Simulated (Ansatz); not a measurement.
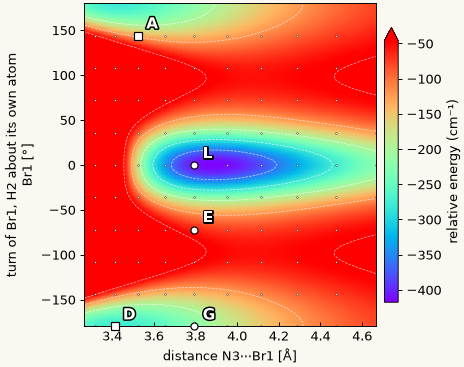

The pair BrH···N₂. 
- The turn is about an axis along (0.96, 0.29, 0.01) in the frame of the relaxed pair, normal to the line between the partners.
- Coordinates scanned: (1) distance N3···Br1; (2) turn of Br1, H2 about its own atom Br1.
- The grid has 11 × 10 points; 86 points were computed and 24 follow by symmetry.
- Points are written as (first, second).
- Energies: cm⁻¹, counted from the two partners far apart, frozen as in the relaxed pair, each in its own basis (no counterpoise correction).
- The calculation used RKS BHLYP-D4/def2-TZVPD (Ansatz).

In the figure: a smooth colour map with a few white contour lines, dots at the grid points, one colour for all values above the top of the scale, lettered points. Between grid points the surface is interpolated.

### Is D the lowest point of the computed grid?

No. D lies 136 cm⁻¹ above the lowest grid point, which is at (3.949 Å, 0°). It is a local minimum.

### Rank the lettered points by energy, lowest first.

L (−408 cm⁻¹), D (−279 cm⁻¹), G (−222 cm⁻¹), A (−132 cm⁻¹), E (−62 cm⁻¹).

### What kind of point is each of A, D: minimum, saddle, maximum or slope?

A: on a slope; D: minimum. (In these two coordinates alone; a stationary point may lie a little off the grid point.)
